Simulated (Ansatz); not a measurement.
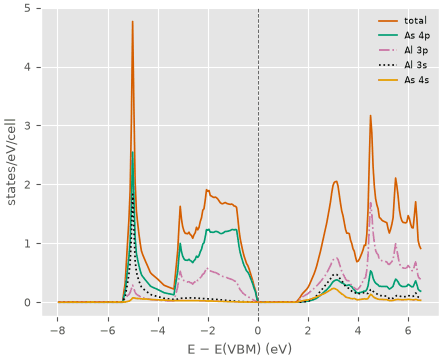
*Total and projected density of states of AlAs (zinc blende, F-43m), DFT-PBE in the program Ansatz with PAW potentials*

Question: Which orbitals carry the states next to the gap?

Answer: Top 1 eV of the valence band: As 4p 78 %, Al 3p 19 %. Bottom 1 eV of the conduction band: Al 3p 49 %, As 4s 15 %, Al 3s 15 %, As 4p 10 %, outside the projected shells 11 %. Projections are on Löwdin-orthogonalised atomic valence shells; empty p or d shells of many metals are not among them.

Question: Where is the tallest occupied peak in this window, and what makes it?

Answer: Near -5.0 eV, about 4.8 states/eV per cell; the largest projected share is As 4p.

Symmetry was held in the PBE relaxation. Scalar-relativistic: spin–orbit coupling is off unless named, which matters more the heavier the elements.

Potentials: the later of the program's two PAW sets.
